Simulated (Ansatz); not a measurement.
# CH8OSi2: one species, many methods, part 2 of 2

Ansatz 0.2.0, Gaussian basis; functionals in def2-TZVPP, the program's frozen cores in correlated methods. Earlier steps stand in the parts before.

## Step 7: ωB97M-V (range-separated)

The input, in.yaml:

```yaml
crystal:
  periodic: [false, false, false]
  atoms:
    - {symbol: C, position_ang: [-1.363946, 1.513788, -0.148883]}
    - {symbol: Si, position_ang: [-0.392778, 0.194380, 0.769885]}
    - {symbol: Si, position_ang: [0.929558, -1.075203, -0.697546]}
    - {symbol: O, position_ang: [1.869130, -2.191684, 0.084927]}
    - {symbol: H, position_ang: [-0.692820, 2.186447, -0.687198]}
    - {symbol: H, position_ang: [-1.958805, 2.110324, 0.546132]}
    - {symbol: H, position_ang: [-2.043332, 1.060230, -0.873951]}
    - {symbol: H, position_ang: [-1.318548, -0.701451, 1.520404]}
    - {symbol: H, position_ang: [0.506566, 0.832851, 1.777848]}
    - {symbol: H, position_ang: [1.767956, -0.141141, -1.510057]}
    - {symbol: H, position_ang: [0.088379, -1.859447, -1.638447]}
    - {symbol: H, position_ang: [2.426539, -1.874193, 0.796285]}
basis:
  gaussian: {orbitals: def2-TZVPP}
hamiltonian: {xc: {name: wB97M-V}}
output: {forces: true, orbitals: {seedname: orbitals}}
```

Command:

```console
> ansatz run in.yaml --threads 4 --pin off --events-out ev --progress --plain --max-ram 10444MiB
```

The log of the run:

```text
Functional definition: wB97M-V
  name "wB97M-V"
  cite "Mardirossian & Head-Gordon, J. Chem. Phys. 144, 214110 (2016) doi:10.1063/1.4952647"
  cite "Becke, J. Chem. Phys. 107, 8554 (1997) doi:10.1063/1.475007"
  cite "Vydrov & Van Voorhis, J. Chem. Phys. 133, 244103 (2010) doi:10.1063/1.3521275"
  # Of w^i u^j: cxij and so on, Table III.
  parameter omega = 0.3/bohr
  parameter cx = 0.15
  parameter cx01 = 1.007
  parameter cx10 = 0.259
  parameter css00 = 0.443
  parameter css04 = -1.437
  parameter css10 = -4.535
  parameter css20 = -3.390
  parameter css43 = 4.278
  parameter cos00 = 1.000
  parameter cos10 = 1.358
  parameter cos20 = 2.924
  parameter cos21 = -8.812
  parameter cos60 = -1.390
  parameter cos61 = 9.142
  parameter b = 6.0
  parameter c = 0.01
  gx(w, u) = 1 - cx + cx01*u + cx10*w
  gss(w, u) = css00 + css04*u^4 + css10*w + css20*w^2 + css43*w^4*u^3
  gos(w, u) = cos00 + cos10*w + (cos20 + cos21*u)*w^2 + (cos60 + cos61*u)*w^6
  exchange = spin_sum(e_x_unif_sr(omega)*gx(b97_w, b97_u_x)) + cx*exact_x_sr(omega) + exact_x_lr(omega)
  correlation = spin_sum(e_c_pw_mod_same_spin*gss(b97_w, b97_u_same))
      + integral(e_c_pw_mod_opposite_spin*gos(b97_w_opposite, b97_u_opposite)) + vv10(b, c)
1385 factors; their error is unknown
338 factors; integrals over basis functions are off by at most 1.1e-5 eV
mean field evaluation 1: about -18964.1532 eV, gradient 5.7e1 eV
mean field evaluation 2: about -18964.0222 eV, gradient 5.9e1 eV
mean field evaluation 4: about -18970.0017 eV, gradient 2.1e0 eV
mean field evaluation 8: about -18970.0233 eV, gradient 6.0e-2 eV
mean field evaluation 16: about -18970.0258 eV, gradient 4.2e-5 eV
mean field -18970.02582456 eV, -697.1355907073 hartree, gradient 4.2e-5 eV, S^2 0.000000; 0 other end points of the search recorded, 0 dependent functions left out
the calculation of the forces begins
reference -18970.02588228 eV, -697.1355928286 hartree; 25, 25 occupied and 233, 233 virtual orbitals, 1385 factors
Total energy: -18970.02588228 eV, -697.1355928286 hartree
Atom 0 at    -1.363946     1.513788    -0.148883 Å, force    -0.020259     0.020741    -0.007291 eV/Å
Atom 1 at    -0.392778     0.194380     0.769885 Å, force     0.034498    -0.062688     0.112234 eV/Å
Atom 2 at     0.929558    -1.075203    -0.697546 Å, force    -0.122503     0.129638    -0.203149 eV/Å
Atom 3 at     1.869130    -2.191684     0.084927 Å, force     0.070737    -0.024150     0.087190 eV/Å
Atom 4 at    -0.692820     2.186447    -0.687198 Å, force    -0.050486    -0.043650     0.034848 eV/Å
Atom 5 at    -1.958805     2.110324     0.546132 Å, force     0.045498    -0.043084    -0.061336 eV/Å
Atom 6 at    -2.043332     1.060230    -0.873951 Å, force     0.047159     0.037576     0.048900 eV/Å
Atom 7 at    -1.318548    -0.701451     1.520404 Å, force     0.095574     0.094122    -0.081233 eV/Å
Atom 8 at     0.506566     0.832851     1.777848 Å, force    -0.090188    -0.065098    -0.104927 eV/Å
Atom 9 at     1.767956    -0.141141    -1.510057 Å, force    -0.092636    -0.097798     0.088617 eV/Å
Atom 10 at     0.088379    -1.859447    -1.638447 Å, force     0.091204     0.087999     0.105983 eV/Å
Atom 11 at     2.426539    -1.874193     0.796285 Å, force    -0.008596    -0.033609    -0.019835 eV/Å
Dipole moment:    -0.001226     0.295809     0.105520 e Å
```

It took 12 s on 4 threads of Arm Neoverse V2, shared host; peak memory 0.88 GiB.

Atomisation energy: 4080.4 kJ/mol (free atoms -18927.735 eV, run apart). HOMO -9.65 eV, LUMO 1.15 eV.

## Step 8: B2PLYP (double hybrid)

Changes to in.yaml since step 7:

```diff
@@ -17,3 +17,2 @@
   gaussian: {orbitals: def2-TZVPP}
-hamiltonian: {xc: {name: wB97M-V}}
-output: {forces: true, orbitals: {seedname: orbitals}}
+hamiltonian: {xc: {name: B2PLYP}}
```

Launched as before.

The log of the run:

```text
Functional definition: B2PLYP
  name "B2PLYP"
  cite "Grimme, J. Chem. Phys. 124, 034108 (2006) doi:10.1063/1.2148954"
  cite "Becke, Phys. Rev. A 38, 3098 (1988) doi:10.1103/PhysRevA.38.3098"
  cite "Lee, Yang & Parr, Phys. Rev. B 37, 785 (1988) doi:10.1103/PhysRevB.37.785"
  parameter a = 0.53
  parameter c = 0.27
  exchange = (1 - a)*b88_x + a*exact_x
  correlation = (1 - c)*lyp_c + c*(mp2_os + mp2_ss)
1476 factors; integrals over basis functions are off by at most 6.8e-4 eV
mean field evaluation 1: about -18951.6058 eV, gradient 5.7e1 eV
mean field evaluation 2: about -18951.7393 eV, gradient 5.7e1 eV
mean field evaluation 4: about -18957.7206 eV, gradient 6.8e0 eV
mean field evaluation 8: about -18957.8142 eV, gradient 2.9e-1 eV
mean field evaluation 16: about -18957.8144 eV, gradient 2.9e-5 eV
mean field -18957.81441553 eV, -696.6868297025 hartree, gradient 8.3e-6 eV, S^2 0.000000; 0 other end points of the search recorded, 0 dependent functions left out
12 core orbitals not correlated: weight in the atoms' cores, before any rotation towards them, 1.000 or more for the frozen orbitals, at most 0.000 for the correlated occupied ones
reference -18957.81460397 eV, -696.6868366278 hartree; 13, 13 occupied and 233, 233 virtual orbitals, 1476 factors
second order -22.24554555 eV of doubles, -0.00000000 eV of singles
Total energy: -18963.82090127 eV, -696.9075639823 hartree
```

It took 6 s on 4 threads of Arm Neoverse V2, shared host; peak memory 0.61 GiB.

Atomisation energy: 4025.1 kJ/mol (free atoms -18922.104 eV, run apart).

## Step 9: Orbital energies across the functionals

Dipoles come from the runs that computed forces. Levels are read from the orbital files that the runs wrote:

| functional | HOMO (eV) | LUMO (eV) | gap (eV) | dipole (D) |
| --- | --- | --- | --- | --- |
| PBE-D4 | -6.37 | -1.31 | 5.05 | 1.44 |
| r2SCAN-D4 | -6.64 | -0.96 | 5.68 | 1.49 |
| PBE0-D4 | -7.58 | -0.48 | 7.10 |  |
| B3LYP-D4 | -7.40 | -0.70 | 6.70 | 1.51 |
| ωB97X-V | -9.87 | 1.48 | 11.35 |  |
| ωB97M-V | -9.65 | 1.15 | 10.80 | 1.51 |

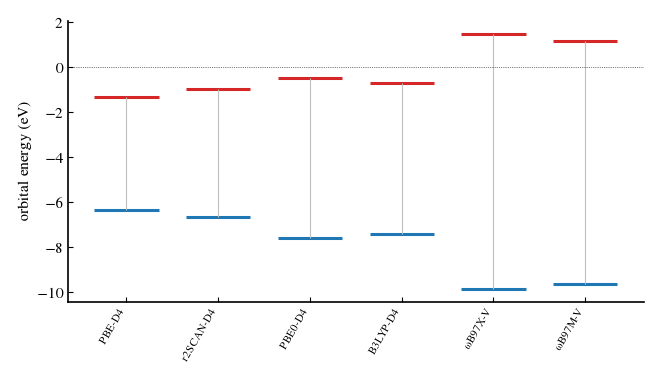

Highest occupied (blue) and lowest empty (red) level by functional.

## Step 10: CCSD(T) in def2-TZVPP

Changes to in.yaml since step 8:

```diff
@@ -17,2 +17,2 @@
   gaussian: {orbitals: def2-TZVPP}
-hamiltonian: {xc: {name: B2PLYP}}
+correlation: {method: ccsd_t}
```

The command is unchanged.

The log of the run:

```text
Functional definition: HF
  name "HF"
  cite "Fock, Z. Phys. 61, 126 (1930) doi:10.1007/BF01340294"
  parent pbe
  exchange = exact_x
  correlation = 0
1476 factors; integrals over basis functions are off by at most 6.8e-4 eV
mean field evaluation 1: about -18917.8496 eV, gradient 4.2e1 eV
mean field evaluation 2: about -18918.0784 eV, gradient 4.2e1 eV
mean field evaluation 4: about -18922.0507 eV, gradient 4.1e0 eV
mean field evaluation 8: about -18922.1240 eV, gradient 2.4e-1 eV
mean field evaluation 16: about -18922.1243 eV, gradient 1.5e-6 eV
mean field -18922.12432749 eV, -695.3752431587 hartree, gradient 1.5e-6 eV, S^2 0.000000; 0 other end points of the search recorded, 0 dependent functions left out
12 core orbitals not correlated: weight in the atoms' cores, before any rotation towards them, 1.000 or more for the frozen orbitals, at most 0.000 for the correlated occupied ones
reference -18922.12432749 eV, -695.3752431587 hartree; 13, 13 occupied and 233, 233 virtual orbitals, 1476 factors
second order -18.33638538 eV of doubles, -0.00000000 eV of singles
cycle   1  -19.21614905 eV  change   -8.8e-1 eV  update   9.5e-2
cycle   2  -19.72784445 eV  change   -5.1e-1 eV  update   2.9e-2
cycle   3  -19.82146067 eV  change   -9.4e-2 eV  update   1.4e-2
cycle   4  -19.81399980 eV  change    7.5e-3 eV  update   3.4e-3
cycle   5  -19.81283200 eV  change    1.2e-3 eV  update   1.4e-3
cycle   6  -19.81292051 eV  change   -8.9e-5 eV  update   4.0e-4
cycle   7  -19.81270805 eV  change    2.1e-4 eV  update   1.5e-4
cycle   8  -19.81269166 eV  change    1.6e-5 eV  update   4.4e-5
cycle   9  -19.81270584 eV  change   -1.4e-5 eV  update   1.7e-5
perturbative correction -0.69318597 eV, -0.0254741146 hartree
Total energy: -18942.63021931 eV, -696.1288207836 hartree
```

Run time: 1.8 min. Hardware: 4 threads of Arm Neoverse V2, shared host; peak memory 5.6 GiB.

## Step 11: MP2 in def2-QZVPP

Changes to in.yaml since step 10:

```diff
@@ -16,3 +16,3 @@
 basis:
-  gaussian: {orbitals: def2-TZVPP}
-correlation: {method: ccsd_t}
+  gaussian: {orbitals: "def2-QZVPP.json"}
+correlation: {method: mp2}
```

Same command.

The log of the run:

```text
Functional definition: HF
  name "HF"
  cite "Fock, Z. Phys. 61, 126 (1930) doi:10.1007/BF01340294"
  parent pbe
  exchange = exact_x
  correlation = 0
2903 factors; integrals over basis functions are off by at most 6.2e-4 eV
mean field evaluation 1: about -18918.3817 eV, gradient 4.3e1 eV
mean field evaluation 2: about -18918.4887 eV, gradient 4.3e1 eV
mean field evaluation 4: about -18922.7052 eV, gradient 4.2e0 eV
mean field evaluation 8: about -18922.7771 eV, gradient 2.4e-1 eV
mean field -18922.77743596 eV, -695.3992444525 hartree, gradient 4.0e-6 eV, S^2 0.000000; 0 other end points of the search recorded, 0 dependent functions left out
12 core orbitals not correlated: weight in the atoms' cores, before any rotation towards them, 1.000 or more for the frozen orbitals, at most 0.000 for the correlated occupied ones
reference -18922.77743596 eV, -695.3992444525 hartree; 13, 13 occupied and 469, 469 virtual orbitals, 2903 factors
second order -19.69694504 eV of doubles, -0.00000000 eV of singles
Total energy: -18942.47438100 eV, -696.1230938315 hartree
```

Wall time 20 s (4 threads of Arm Neoverse V2, shared host); peak memory 2.9 GiB.

Energy pieces by basis (eV):

| basis | HF | MP2 correlation | CCSD correlation | (T) | total |
| --- | --- | --- | --- | --- | --- |
| def2-TZVPP | -18922.1243 | -18.3364 | -19.8127 | -0.6932 | -18942.6302 |
| def2-QZVPP | -18922.7774 | -19.6969 |  |  | -18942.4744 (MP2) |

The report of the def2-TZVPP run gives T1 = 0.0115.

## Step 12: From triple and quadruple zeta to the limit

This step is arithmetic on the last runs, with X = 3 and 4: exp(−7.88√X) for Hartree-Fock, X^−2.97 for correlation; only MP2 was run in the larger set, so CCSD(T) minus MP2 is added from the smaller one.

| level | energy at the limit (eV) |
| --- | --- |
| HF | -18922.8674 |
| MP2 | -18943.5722 |
| CCSD | -18945.0485 |
| CCSD(T) | -18945.7417 |

## Step 13: Atomisation energies

Atomisation energy = energies of 1 C, 2 Si, 1 O, 8 H (separate runs, same level) minus the molecule's; electronic only, no spin-orbit term.

Differences are taken before rounding.

| method | rung | atomisation energy (kJ/mol) | from CCSD(T)/CBS (kJ/mol) | time |
| --- | --- | --- | --- | --- |
| PBE-D4 | GGA | 4074.3 | -13.2 | 2.5 s |
| r2SCAN-D4 | meta-GGA | 4076.7 | -10.8 | 4.9 s |
| PBE0-D4 | hybrid | 4040.4 | -47.2 | 3.4 s |
| B3LYP-D4 | hybrid | 4071.1 | -16.4 | 4.6 s |
| ωB97X-V | range-separated | 4097.1 | +9.5 | 8.1 s |
| ωB97M-V | range-separated | 4080.4 | -7.2 | 12 s |
| B2PLYP | double hybrid | 4025.1 | -62.5 | 6 s |
| HF/def2-TZVPP | wavefunction | 3063.9 | -1023.7 |  |
| MP2/def2-TZVPP | wavefunction | 3993.3 | -94.3 |  |
| CCSD/def2-TZVPP | wavefunction | 3942.3 | -145.3 |  |
| CCSD(T)/def2-TZVPP | wavefunction | 3983.3 | -104.3 | 1.8 min |
| MP2/CBS | wavefunction | 4097.6 | +10.0 |  |
| CCSD(T)/CBS | wavefunction | 4087.6 | 0 | 2.2 min |

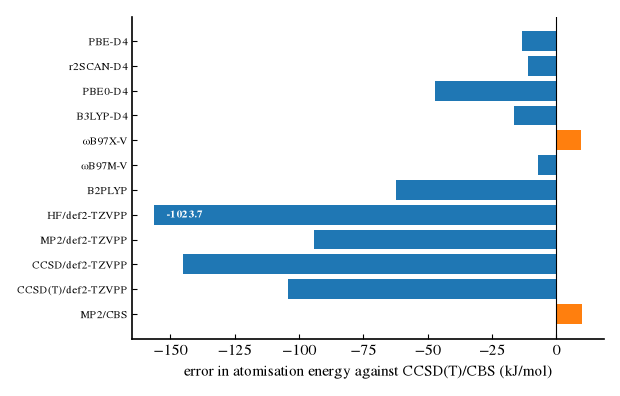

Error of each method against CCSD(T)/CBS. Bars with a number in them are cut short.

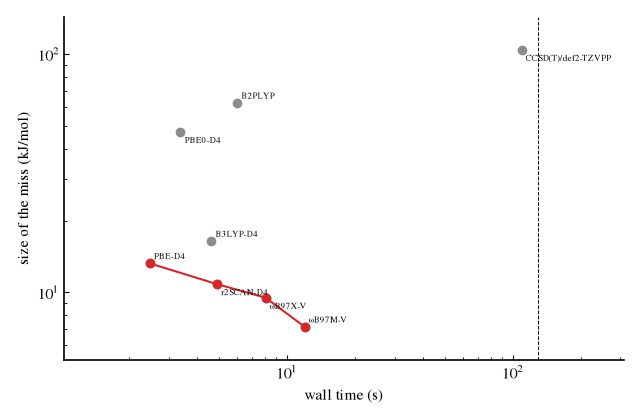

Accuracy for the time spent; red marks the levels that beat every quicker one drawn (of those quicker than the yardstick), and the dashed line is the time of CCSD(T)/CBS. Times are from a shared host.

B2PLYP carry no dispersion term (for B3LYP, D4 adds 36.4 kJ/mol).

Times are those of the molecule's run; HF, MP2 and CCSD come out of the CCSD(T) runs, and the limit's time is the sum of the runs that it needs.

## Step 14: Outcome

What follows sums up all 2 parts.

```
                               quantity                                          value
        atomisation energy, CCSD(T)/CBS                                  4087.6 kJ/mol
 functionals within 20.4 kJ/mol (0.5 %)  PBE-D4, r2SCAN-D4, B3LYP-D4, ωB97X-V, ωB97M-V
                               farthest                          B2PLYP (-62.5 kJ/mol)
             mean size of error, hybrid                                    31.8 kJ/mol
    mean size of error, range-separated                                     8.3 kJ/mol
              gap, smallest and largest           5.05 eV (PBE-D4), 11.35 eV (ωB97X-V)
                          T1 diagnostic                                         0.0115
triples share of the correlation energy                                          3.4 %
```

**Reading.** PBE-D4 is off by -13.2 kJ/mol. Double hybrids carry the basis error of their MP2 part in triple zeta, and no dispersion term here, so their miss is partly the set-up's. Misses under about 20.4 kJ/mol are within the doubt on the reference itself, which lacks core-valence correlation, relativity and higher excitations. Hartree-Fock recovers 75 % of the binding; the rest is correlation. The gap grows from 5.1 to 11.4 eV across the functionals, mostly with the share of exact exchange.

ωB97M-V reaches 7.2 kJ/mol from the reference in 12 s, where CCSD(T)/CBS took 2.2 min; the quickest level in the cost chart, PBE-D4, takes 2.5 s and misses by 13.2 kJ/mol.
